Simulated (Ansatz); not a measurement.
Si₁₆B: geometry relaxation (part 3 of 3)

Continued. System: Si₁₆B (defect cell, 17 atoms in the cell). Method: DFT PBE, scalar-relativistic, plane waves, PAW, PAW set soft_1, spin-polarised (Ansatz 0.2.0); cutoff 420 eV, 2×2×2 k-mesh, Fermi–Dirac smearing of 0.05 eV, collinear spins. It belongs to a series of runs on one base structure; here: start relaxed.

Geometry of the input (Å; fractional positions):
```
0.0000  5.4300  5.4300
5.4300  0.0000  5.4300
5.4300  5.4300  0.0000
Si 0.0000  0.0000  0.0000
Si 0.1250  0.1250  0.1250
Si -0.0000  0.0000  0.5000
Si 0.1250  0.1250  0.6250
Si -0.0000  0.5000  0.0000
Si 0.1250  0.6250  0.1250
Si -0.0000  0.5000  0.5000
Si 0.1250  0.6250  0.6250
Si 0.5000  -0.0000  0.0000
Si 0.6250  0.1250  0.1250
Si 0.5000  0.0000  0.5000
Si 0.6250  0.1250  0.6250
Si 0.5000  0.5000  0.0000
Si 0.6250  0.6250  0.1250
Si 0.5000  0.5000  0.5000
Si 0.6250  0.6250  0.6250
B  0.2474  0.7487  0.2521
```

Trajectory as extended XYZ, continued
```
17
Lattice="0.0000 5.4300 5.4300 5.4300 0.0000 5.4300 5.4300 5.4300 0.0000" Properties=species:S:1:pos:R:3:forces:R:3 step=2 energy=-10323.99726
Si    0.0003   -0.0127    0.0001    0.0020  -0.0894   0.0051
Si    1.3402    1.3747    1.3415   -0.1496   0.1493  -0.1460
Si    2.7276    2.7147    0.0001    0.0895  -0.0025   0.0054
Si    4.0738    4.0712    1.3563    0.0350  -0.0348  -0.0367
Si    2.7155   -0.0002    2.7128    0.0030  -0.0017  -0.0140
Si    4.0874    1.3728    4.0889    0.1447   0.1460   0.1494
Si    5.4300    2.7149    2.7032   -0.0007  -0.0001  -0.0900
Si    6.7724    4.0578    4.0886   -0.1458  -0.1444   0.1489
Si   -0.0001    2.7151    2.7285   -0.0018   0.0015   0.0879
Si    1.3556    4.0707    4.0744   -0.0376  -0.0385   0.0356
Si    2.7147    5.4301    2.7163   -0.0002   0.0002   0.0004
Si    4.0743    6.7893    4.0743    0.0385   0.0375   0.0353
Si    2.7020    2.7154    5.4302   -0.0892   0.0040   0.0064
Si    4.0901    4.0548    6.7707    0.1489  -0.1492  -0.1470
Si    5.4296    5.4429    5.4303   -0.0045   0.0893   0.0066
Si    6.7861    6.7889    6.7862   -0.0349   0.0351  -0.0378
B     5.4352    2.7118    5.4063    0.0027  -0.0023  -0.0094
17
Lattice="0.0000 5.4300 5.4300 5.4300 0.0000 5.4300 5.4300 5.4300 0.0000" Properties=species:S:1:pos:R:3:forces:R:3 step=3 energy=-10324.01307
Si   -0.0011   -0.0261    0.0018    0.0040   0.0212  -0.0092
Si    1.3256    1.3892    1.3270   -0.0126   0.0119  -0.0048
Si    2.7410    2.7159    0.0017   -0.0216  -0.0031  -0.0089
Si    4.0764    4.0685    1.3548   -0.0252   0.0252   0.0257
Si    2.7168   -0.0010    2.7062   -0.0015   0.0008   0.0072
Si    4.0996    1.3851    4.1016    0.0023   0.0045   0.0110
Si    5.4296    2.7153    2.6906    0.0019  -0.0014   0.0253
Si    6.7603    4.0458    4.1011   -0.0042  -0.0019   0.0100
Si   -0.0003    2.7151    2.7420    0.0017  -0.0006  -0.0168
Si    1.3514    4.0667    4.0793    0.0238   0.0243  -0.0231
Si    2.7144    5.4304    2.7180   -0.0022   0.0011   0.0106
Si    4.0780    6.7934    4.0792   -0.0244  -0.0240  -0.0233
Si    2.6884    2.7145    5.4316    0.0200   0.0011  -0.0087
Si    4.1055    4.0394    6.7552    0.0124  -0.0130  -0.0075
Si    5.4304    5.4565    5.4315   -0.0003  -0.0204  -0.0084
Si    6.7826    6.7923    6.7843    0.0246  -0.0246   0.0256
B     5.4361    2.7112    5.4029    0.0014  -0.0012  -0.0047
17
Lattice="0.0000 5.4300 5.4300 5.4300 0.0000 5.4300 5.4300 5.4300 0.0000" Properties=species:S:1:pos:R:3:forces:R:3 step=4 energy=-10324.01332
Si   -0.0011   -0.0249    0.0011   -0.0023  -0.0034   0.0057
Si    1.3243    1.3905    1.3262    0.0054  -0.0052   0.0033
Si    2.7397    2.7160    0.0010    0.0035   0.0018   0.0055
Si    4.0736    4.0713    1.3578    0.0149  -0.0151  -0.0136
Si    2.7169   -0.0011    2.7059    0.0008  -0.0004  -0.0035
Si    4.0995    1.3852    4.1023   -0.0048  -0.0051  -0.0064
Si    5.4297    2.7153    2.6927   -0.0011   0.0008  -0.0040
Si    6.7602    4.0460    4.1017    0.0053   0.0050  -0.0063
Si   -0.0001    2.7150    2.7415   -0.0011   0.0004   0.0019
Si    1.3534    4.0689    4.0774   -0.0144  -0.0141   0.0156
Si    2.7139    5.4306    2.7200    0.0014  -0.0006  -0.0073
Si    4.0758    6.7913    4.0772    0.0140   0.0144   0.0157
Si    2.6894    2.7143    5.4308   -0.0032  -0.0006   0.0055
Si    4.1071    4.0378    6.7539   -0.0050   0.0052   0.0033
Si    5.4307    5.4554    5.4307    0.0001   0.0034   0.0053
Si    6.7851    6.7897    6.7871   -0.0153   0.0151  -0.0134
B     5.4365    2.7109    5.4015    0.0019  -0.0015  -0.0072
17
Lattice="0.0000 5.4300 5.4300 5.4300 0.0000 5.4300 5.4300 5.4300 0.0000" Properties=species:S:1:pos:R:3:forces:R:3 step=5 energy=-10324.01344
Si   -0.0015   -0.0247    0.0015    0.0008  -0.0016   0.0006
Si    1.3245    1.3903    1.3263   -0.0003   0.0001   0.0020
Si    2.7395    2.7164    0.0014    0.0015  -0.0008   0.0006
Si    4.0745    4.0703    1.3573   -0.0005   0.0005   0.0001
Si    2.7172   -0.0012    2.7049    0.0006  -0.0004  -0.0026
Si    4.0989    1.3846    4.1017   -0.0023  -0.0014   0.0008
Si    5.4296    2.7154    2.6931    0.0000  -0.0001  -0.0005
Si    6.7609    4.0466    4.1010    0.0014   0.0024   0.0006
Si   -0.0002    2.7149    2.7415   -0.0004   0.0004   0.0024
Si    1.3524    4.0681    4.0787   -0.0003  -0.0005  -0.0001
Si    2.7139    5.4307    2.7199   -0.0001   0.0001   0.0005
Si    4.0766    6.7922    4.0785    0.0005   0.0003  -0.0002
Si    2.6895    2.7139    5.4312   -0.0019   0.0011   0.0010
Si    4.1071    4.0378    6.7539   -0.0001   0.0000   0.0014
Si    5.4309    5.4553    5.4310   -0.0012   0.0018   0.0010
Si    6.7840    6.7908    6.7867    0.0004  -0.0004  -0.0003
B     5.4369    2.7106    5.4000    0.0019  -0.0015  -0.0072
17
Lattice="0.0000 5.4300 5.4300 5.4300 0.0000 5.4300 5.4300 5.4300 0.0000" Properties=species:S:1:pos:R:3:forces:R:3 step=6 energy=-10324.01347
Si   -0.0018   -0.0248    0.0018    0.0012   0.0003   0.0002
Si    1.3243    1.3905    1.3263   -0.0015   0.0013   0.0016
Si    2.7396    2.7167    0.0017   -0.0004  -0.0012   0.0003
Si    4.0744    4.0703    1.3578   -0.0018   0.0018   0.0013
Si    2.7174   -0.0013    2.7038    0.0007  -0.0005  -0.0028
Si    4.0983    1.3841    4.1016   -0.0017  -0.0004   0.0024
Si    5.4295    2.7155    2.6937    0.0001  -0.0002   0.0011
Si    6.7614    4.0473    4.1009    0.0004   0.0017   0.0023
Si   -0.0002    2.7150    2.7420   -0.0004   0.0004   0.0002
Si    1.3522    4.0680    4.0791    0.0009   0.0006  -0.0014
Si    2.7138    5.4308    2.7204   -0.0003   0.0002   0.0013
Si    4.0766    6.7924    4.0790   -0.0006  -0.0009  -0.0015
Si    2.6892    2.7138    5.4314    0.0001   0.0014   0.0007
Si    4.1075    4.0374    6.7536    0.0008  -0.0010   0.0008
Si    5.4311    5.4556    5.4313   -0.0014  -0.0002   0.0008
Si    6.7839    6.7910    6.7871    0.0017  -0.0017   0.0008
B     5.4376    2.7101    5.3972    0.0022  -0.0017  -0.0081
17
Lattice="0.0000 5.4300 5.4300 5.4300 0.0000 5.4300 5.4300 5.4300 0.0000" Properties=species:S:1:pos:R:3:forces:R:3 step=7 energy=-10324.02153
Si   -0.0176   -0.0298    0.0209    0.0281   0.1276  -0.0364
Si    1.3068    1.4063    1.3272   -0.0240   0.0201  -0.0274
Si    2.7417    2.7314    0.0197   -0.1265  -0.0288  -0.0364
Si    4.0679    4.0746    1.3902   -0.0781   0.0794   0.0832
Si    2.7318   -0.0099    2.6356   -0.0218   0.0234   0.0193
Si    4.0618    1.3563    4.0989   -0.0062   0.0152   0.1358
Si    5.4242    2.7208    2.7287    0.0242  -0.0254   0.0867
Si    6.7922    4.0873    4.0935   -0.0168   0.0098   0.1350
Si   -0.0033    2.7159    2.7695    0.0151  -0.0130  -0.1441
Si    1.3382    4.0636    4.1071    0.0830   0.1060  -0.0687
Si    2.7051    5.4371    2.7557   -0.0070   0.0048   0.0309
Si    4.0785    6.8043    4.1066   -0.1060  -0.0828  -0.0692
Si    2.6728    2.7055    5.4471    0.1257  -0.0041  -0.0367
Si    4.1344    4.0093    6.7346   -0.0055   0.0048  -0.0117
Si    5.4382    5.4700    5.4458    0.0047  -0.1239  -0.0360
Si    6.7752    6.7978    6.8160    0.0730  -0.0723   0.1047
B     5.4867    2.6718    5.2117    0.0381  -0.0406  -0.1290
17
Lattice="0.0000 5.4300 5.4300 5.4300 0.0000 5.4300 5.4300 5.4300 0.0000" Properties=species:S:1:pos:R:3:forces:R:3 step=8 energy=-10324.05344
Si   -0.0254   -0.0268    0.0342    0.0406   0.1118  -0.0606
Si    1.2944    1.4173    1.3279    0.0128  -0.0145  -0.0252
Si    2.7363    2.7384    0.0320   -0.1143  -0.0438  -0.0647
Si    4.0615    4.0794    1.4185   -0.0863   0.0883   0.1127
Si    2.7354   -0.0091    2.6009   -0.0055   0.0010  -0.0314
Si    4.0334    1.3381    4.1098   -0.0585  -0.0184   0.2444
Si    5.4223    2.7229    2.7675    0.0618  -0.0670  -0.1903
Si    6.8123    4.1187    4.1012    0.0229   0.0754   0.2458
Si   -0.0073    2.7187    2.7758    0.0230  -0.0217  -0.1675
Si    1.3316    4.0659    4.1195    0.0779   0.1219  -0.0468
Si    2.6996    5.4409    2.7807    0.0064  -0.0062  -0.0100
Si    4.0744    6.8096    4.1185   -0.1220  -0.0769  -0.0455
Si    2.6657    2.7049    5.4604    0.1300  -0.0292  -0.0536
Si    4.1446    3.9985    6.7266   -0.0791   0.0831   0.0277
Si    5.4382    5.4762    5.4585    0.0312  -0.1286  -0.0558
Si    6.7729    6.7992    6.8436    0.0524  -0.0528   0.1282
B     5.5447    2.6196    5.0332    0.0065  -0.0222  -0.0076
17
Lattice="0.0000 5.4300 5.4300 5.4300 0.0000 5.4300 5.4300 5.4300 0.0000" Properties=species:S:1:pos:R:3:forces:R:3 step=9 energy=-10324.05566
Si   -0.0068   -0.0307    0.0286   -0.0176  -0.1179   0.0528
Si    1.3078    1.4022    1.3153    0.0011   0.0134   0.0833
Si    2.7371    2.7196    0.0259    0.1091   0.0275   0.0456
Si    4.0725    4.0669    1.4304    0.0938  -0.1004  -0.0686
Si    2.7142    0.0115    2.6523    0.0441  -0.0558  -0.1514
Si    4.0266    1.3360    4.1657   -0.0348  -0.0693   0.0312
Si    5.4377    2.7077    2.8043   -0.0149   0.0320  -0.6038
Si    6.8127    4.1288    4.1580    0.0534   0.0005   0.0511
Si   -0.0091    2.7222    2.7188   -0.0488   0.0456   0.0690
Si    1.3429    4.0749    4.0826   -0.1188  -0.1576   0.0544
Si    2.7122    5.4293    2.7612    0.0093  -0.0065   0.0174
Si    4.0653    6.8012    4.0811    0.1573   0.1206   0.0601
Si    2.6660    2.7200    5.4640   -0.0772   0.0600   0.0820
Si    4.1023    4.0435    6.7396   -0.0353   0.0385   0.1517
Si    5.4235    5.4806    5.4625   -0.0522   0.0723   0.0756
Si    6.7843    6.7903    6.8628   -0.0906   0.0847  -0.1122
B     5.5456    2.6081    4.9556    0.0222   0.0126   0.1618
17
Lattice="0.0000 5.4300 5.4300 5.4300 0.0000 5.4300 5.4300 5.4300 0.0000" Properties=species:S:1:pos:R:3:forces:R:3 step=10 energy=-10324.07995
Si    0.0063   -0.0258    0.0380   -0.0432  -0.0503   0.0116
Si    1.3167    1.3955    1.3407    0.0211  -0.0155   0.0649
Si    2.7357    2.7073    0.0365    0.0472   0.0475   0.0075
Si    4.0633    4.0785    1.4121    0.0694  -0.0722   0.0205
Si    2.7085    0.0126    2.6816    0.0209  -0.0244  -0.1239
Si    4.0473    1.3468    4.1704   -0.0921  -0.1084   0.0109
Si    5.4385    2.7064    2.7318   -0.0109   0.0175  -0.3168
Si    6.8006    4.1037    4.1658    0.1052   0.0841   0.0182
Si   -0.0083    2.7220    2.7297   -0.0176   0.0167   0.0377
Si    1.3439    4.0671    4.0934   -0.0436  -0.0642   0.0465
Si    2.7146    5.4282    2.7736    0.0017  -0.0014  -0.0204
Si    4.0748    6.8004    4.0925    0.0649   0.0451   0.0498
Si    2.6832    2.7311    5.4738   -0.0560  -0.0178   0.0244
Si    4.0908    4.0549    6.7781   -0.0245   0.0232   0.0794
Si    5.4130    5.4628    5.4728    0.0226   0.0523   0.0200
Si    6.8002    6.7744    6.8376   -0.0629   0.0613  -0.0002
B     5.5055    2.6463    4.8801   -0.0020   0.0066   0.0697
17
Lattice="0.0000 5.4300 5.4300 5.4300 0.0000 5.4300 5.4300 5.4300 0.0000" Properties=species:S:1:pos:R:3:forces:R:3 step=11 energy=-10324.08752
Si   -0.0038   -0.0222    0.0500   -0.0227   0.0474  -0.0220
Si    1.3119    1.4020    1.3515    0.0003   0.0010  -0.0751
Si    2.7343    2.7182    0.0486   -0.0473   0.0250  -0.0233
Si    4.0516    4.0914    1.4191    0.0053  -0.0069   0.0309
Si    2.7142    0.0060    2.6412   -0.0328   0.0300   0.0925
Si    4.0371    1.3317    4.1552    0.0309   0.0203   0.0517
Si    5.4357    2.7090    2.6807    0.0007   0.0054  -0.0195
Si    6.8162    4.1120    4.1514   -0.0273  -0.0370   0.0564
Si   -0.0077    2.7215    2.7536    0.0159  -0.0156  -0.0007
Si    1.3375    4.0573    4.1242    0.0241   0.0411  -0.0056
Si    2.7132    5.4302    2.8078    0.0052  -0.0049  -0.0067
Si    4.0858    6.8065    4.1237   -0.0398  -0.0241  -0.0039
Si    2.6886    2.7193    5.4840    0.0417  -0.0393  -0.0483
Si    4.1027    4.0422    6.7849    0.0228  -0.0208  -0.0714
Si    5.4252    5.4556    5.4830    0.0406  -0.0442  -0.0507
Si    6.8103    6.7638    6.8404   -0.0064   0.0058   0.0564
B     5.4819    2.6679    4.8094   -0.0111   0.0169   0.0393
17
Lattice="0.0000 5.4300 5.4300 5.4300 0.0000 5.4300 5.4300 5.4300 0.0000" Properties=species:S:1:pos:R:3:forces:R:3 step=12 energy=-10324.08982
Si   -0.0073   -0.0276    0.0443    0.0151  -0.0014  -0.0045
Si    1.3132    1.4014    1.3316   -0.0026   0.0017   0.0550
Si    2.7413    2.7220    0.0436    0.0029  -0.0146  -0.0043
Si    4.0614    4.0827    1.4239   -0.0171   0.0172  -0.0132
Si    2.7099    0.0074    2.6441    0.0119  -0.0110  -0.0152
Si    4.0411    1.3297    4.1553   -0.0131  -0.0053   0.0005
Si    5.4361    2.7091    2.7025    0.0006   0.0001   0.0046
Si    6.8168    4.1058    4.1535    0.0048   0.0128   0.0011
Si   -0.0032    2.7176    2.7449   -0.0047   0.0054  -0.0231
Si    1.3407    4.0582    4.1171   -0.0034  -0.0102  -0.0112
Si    2.7181    5.4262    2.8007   -0.0026   0.0023   0.0150
Si    4.0861    6.8038    4.1170    0.0101   0.0036  -0.0114
Si    2.6857    2.7118    5.4764    0.0178   0.0227   0.0002
Si    4.1059    4.0391    6.7698   -0.0018   0.0004   0.0353
Si    5.4330    5.4587    5.4758   -0.0219  -0.0173  -0.0001
Si    6.8071    6.7674    6.8500    0.0079  -0.0075  -0.0033
B     5.4489    2.6990    4.8583   -0.0040   0.0013  -0.0253
```

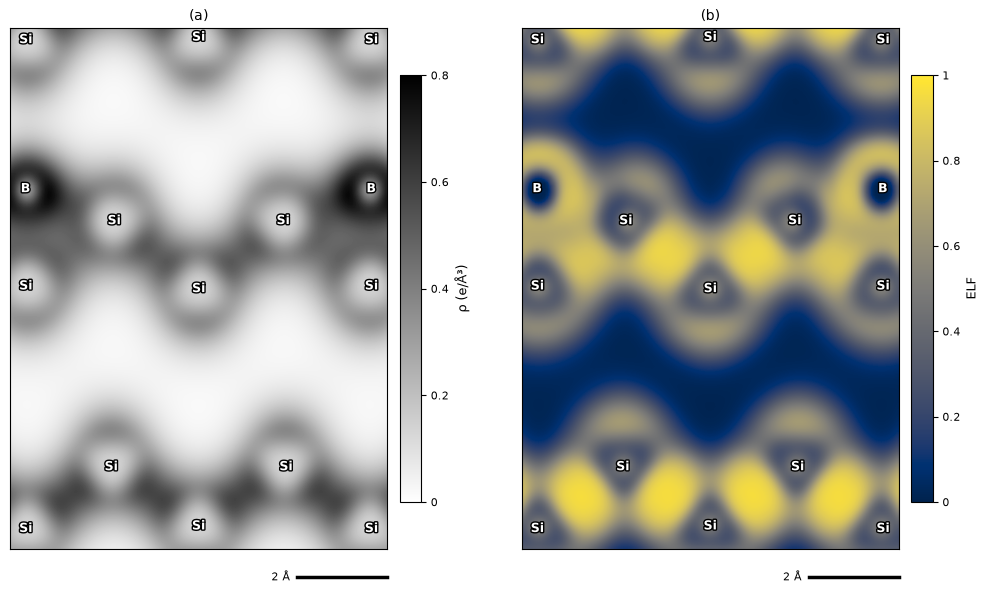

Fig. 1: (a) valence charge density (pseudo); (b) ELF on the (11̄0) plane of the calculation cell. The section cuts through Si and B sites. Si–B (2.16 Å): the density is about 0.5 e/Å³ at the midpoint; the ELF peaks at about 0.75 between the atoms, which marks a covalent bond. Si–Si (2.34 Å): the density is about 0.59 e/Å³ at the midpoint, a local maximum along the line; the ELF peaks at about 0.95 between the atoms (a covalent bond). Si–Si (2.41 Å): ρ at the midpoint is about 0.51 e/Å³, a local maximum along the line; the ELF peaks at about 0.95 between the atoms, which marks localised, shared-pair bonding. Away from the nuclei the density in this plane falls to 0.02 e/Å³ at its lowest. The fields are those of the smooth PAW valence density.
